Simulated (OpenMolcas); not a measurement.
# Ir⁶⁺ among point charges: CASSCF and CASPT2 levels and susceptibility

Aim: the splitting of the states of Ir⁶⁺ in the field of 6 point charges, its lowest levels with spin-orbit coupling and its magnetic susceptibility.

Method: state-averaged CASSCF and CASPT2, spin-orbit coupling by RASSI with atomic mean-field integrals. Code: OpenMolcas 26.06.

### 1 Starting point

```
Species                           : Ir⁶⁺ (iridium, Z = 77, 71 electrons)
Basis                             : ANO-RCC-VDZP [7s6p4d2f], 59 functions
Scalar Hamiltonian                : DKH2, point nucleus
Inactive shells                   : 1s 2s 2p 3s 3p 3d 4s 4p 4d 4f 5s 5p
Active space                      : 3 electrons in 5 orbitals (5d)
Some configurations of this space : 5d3
Orbitals                          : optimised for each spin and parity, averaged over all roots
```

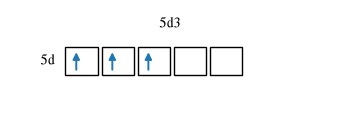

Occupation of the outer shells (arrows by Hund's rule).

The ion sits among 6 point charges of -1.7 e arranged as a trigonal antiprism (D3d), 1.98 Å from the ion, with a polar angle of 61.3° against the regular 54.74°.

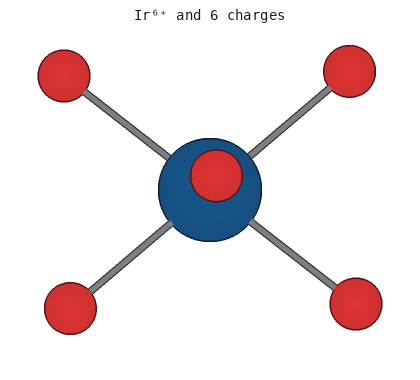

The ion and the point charges (red).

The work runs as a chain of OpenMolcas steps in one folder; each step below is one input file. Labels, J, g values, rates, χT and fits are worked out afterwards by a script from the matrices that RASSI stores. The input lists half of the charges; inversion (Group=XYZ) makes the rest.

### 2 One- and two-electron integrals

File a.inp:

```
&GATEWAY
Coord
1

Ir 0.0 0.0 0.0
Basis=ANO-RCC-VDZP
Group=XYZ
NoMove
AngMom=0.0 0.0 0.0
AMFI
XField
3 Angstrom 0
0.000000 1.736814 0.950725 -1.700000
1.504125 -0.868407 0.950725 -1.700000
1.504125 0.868407 -0.950725 -1.700000
&SEWARD
```

### 3 CASSCF: quartets of even parity, 10 roots

File a.inp:

```
&RASSCF
FileOrb=start.orb
Symmetry=1
Spin=4
nActEl=3 0 0
Inactive=15 19
Ras2=5 0
CIRoot=10 10 1
SDav=10
CIMx=300
Iter=120 100
PrWF=0.3
OrbListing=Nothing
MaxOrb=0
>>> COPY $Project.JobIph JOB001
```

start.orb holds the contracted functions of the basis, ordered by shell, or the orbitals of the step before.

### 4 CASSCF: doublets of even parity, 40 roots

File a.inp:

```
&RASSCF
FileOrb=start.orb
Symmetry=1
Spin=2
nActEl=3 0 0
Inactive=15 19
Ras2=5 0
CIRoot=40 40 1
SDav=40
CIMx=300
Iter=120 100
PrWF=0.3
OrbListing=Nothing
MaxOrb=0
>>> COPY $Project.JobIph JOB002
```

### 5 RASSI: spin-orbit coupling between the states

File a.inp:

```
&RASSI
NrOfJobIphs=2 10 40
1 2 3 4 5 6 7 8 9 10
1 2 3 4 5 6 7 8 9 10 11 12 13 14 15 16 17 18 19 20 21 22 23 24 25 26 27
28 29 30 31 32 33 34 35 36 37 38 39 40
IphNames
JOB001
JOB002
EJob
SpinOrbit
DIPRint=1.0
SOCoupling=1000.0
Subsets=2
Property=9
'ANGMOM' 1 'ANGMOM' 2 'ANGMOM' 3 'MLTPL  1' 1 'MLTPL  1' 2 'MLTPL  1' 3
'AMFI' 1 'AMFI' 2 'AMFI' 3
SOProperty=3
'ANGMOM' 1 'ANGMOM' 2 'ANGMOM' 3
```

### 6 CASPT2: IPEA 0.25, imaginary shift 0.1 (closed shells correlated: 5s 5p)

File a.inp:

```
>>> COPY JOB001 $Project.JobIph
&CASPT2
Multistate=10 1 2 3 4 5 6 7 8 9 10
NoMult
Frozen=14 16
IPEA=0.25
Imaginary=0.1
MaxIter=60
WThr=0.0 0.3 0.05
PrWF=0.5
NoMix
>>> COPY JOB002 $Project.JobIph
&CASPT2
Multistate=40 1 2 3 4 5 6 7 8 9 10 11 12 13 14 15 16 17 18 19 20 21 22
23 24 25 26 27 28 29 30 31 32 33 34 35 36 37 38 39 40
NoMult
Frozen=14 16
IPEA=0.25
Imaginary=0.1
MaxIter=60
WThr=0.0 0.3 0.05
PrWF=0.5
NoMix
```

(Steps that only read results are left out.)

Q: Predict the outcome of this session. Wanted: spin-free ground state; first state of the same spin within the active space; lowest level; next level.

The runs gave:

| quantity | value |
| --- | --- |
| method | SS-CASPT2, IPEA 0.25, imaginary shift 0.1 (closed shells correlated: 5s 5p) |
| spin-free ground state | 4A2, 1-fold in its orbital part |
| first state of the same spin within the active space | 4A1 at 5250 cm⁻¹ |
| lowest level | 2-fold E3/2, g = 0.00, 0.00, 1.07 |
| next level | 2498.9 cm⁻¹ |
| χT at 300 K | 0.07 cm³ K/mol |
| effective moment at 300 K | 0.75 μB |

Cost by method:

```csv
method,time of its own steps,time with the reference
A. CASSCF,17 s,17 s
"B. SS-CASPT2, IPEA 0.25, imaginary shift 0.1, +5s 5p",5.7 s,22 s
```

Times are of one thread on a shared host.

The spin-free ground state (4A2) comes to 95 % from free-ion F terms and keeps the highest spin of the shell. χT at 300 K is 0.07, against 1.88 cm³ K/mol for the spin alone, so spin-orbit coupling lowers it. CASPT2 does not keep the components of a term degenerate, and the means are used. The field of point charges can differ much from that of real complexes. This is an electrostatic model: the charges have no orbitals.
